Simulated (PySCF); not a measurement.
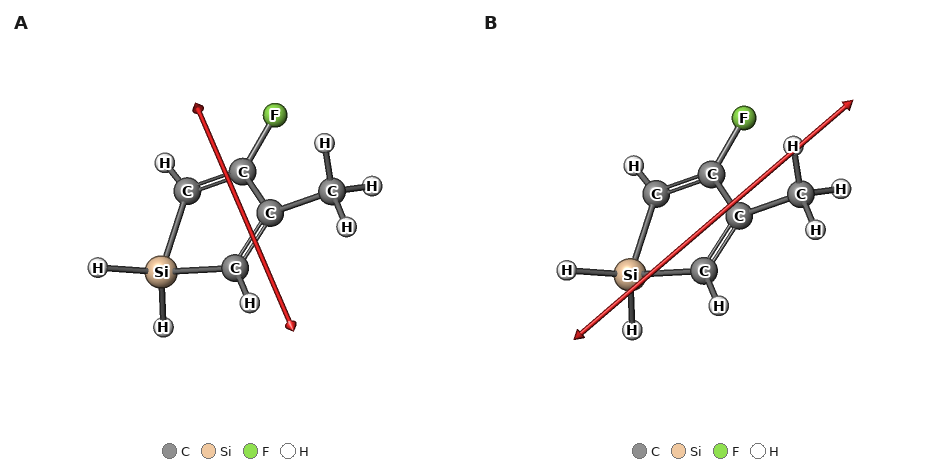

The double arrows show the directions of two transition dipoles from the ground state (lengths mean nothing). The computed structure is the end point of a GFN2-xTB optimisation. No frequency run is at hand to confirm it as a minimum. Level of theory: TDDFT ωB97X-D/def2-SVPD, vertical, gas phase, core orbitals frozen in the response (PySCF 2.14.0).

One belongs to singlet state 1 and one to singlet state 5. Which is which?

Answer. A: state 1, 4.53 eV (273 nm), oscillator strength 0.050, mainly HOMO → LUMO (weight 0.98).
B: state 5, 6.68 eV (186 nm), oscillator strength 0.11, mainly HOMO−1 → LUMO (weight 0.80).

The geometry is semi-empirical. Around Si such bond lengths and angles can be off by a tenth of an ångström or more and by several degrees, and values that hang on the shape move with them.
